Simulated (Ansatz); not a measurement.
Band structure of Fe (Im-3m, 1 atom in the cell).

```xyz
1
Lattice="-1.4350 1.4350 1.4350 1.4350 -1.4350 1.4350 1.4350 1.4350 -1.4350" Properties=species:S:1:pos:R:3 pbc="T T T"
Fe     0.0000     0.0000     0.0000
```
Moments meant for the start (each program seeds them in its own way; μB, in the order of the atoms Fe): 2.5.

Method: PBE (plane waves, PAW; Ansatz, a program for electronic structure).

Settings: kpoints.mp_grid.grid = 11 11 11; hamiltonian.xc = pbe; hamiltonian.pseudopotentials = {kind: paw} (the program's default PAW files); magnetization.spin_polarized = true; scf.occupations.method = fermi_dirac; scf.occupations.width = 0.1 eV; kpoints.band_path.npoints = 8.

The starting cell has typed, rounded lattice constants, without a prior relaxation at this level. With one magnetic atom in the cell only a parallel order is possible.

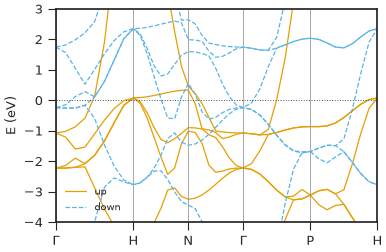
Figure. Bands along the path, energies from the Fermi level.

Levels in eV from the Fermi level, bands 6 to 13 of the first spin channel:
```tsv
point	6	7	8	9	10	11	12	13
Γ	-2.22	-2.22	-2.22	-1.07	-1.07	24.03	24.03	24.03
H	-4.64	0.08	0.08	0.08	9.55	9.55	9.55	15.20
N	-3.25	-1.01	-0.90	0.34	0.47	6.98	17.73	19.43
P	-3.11	-3.11	-0.86	-0.86	8.34	8.34	8.34	10.21
```

Bands cross the Fermi level along this path, so the cell is metallic at this level.

The net moment of the cell came out as 2.25 μB.

Keys are those of Ansatz 0.2.
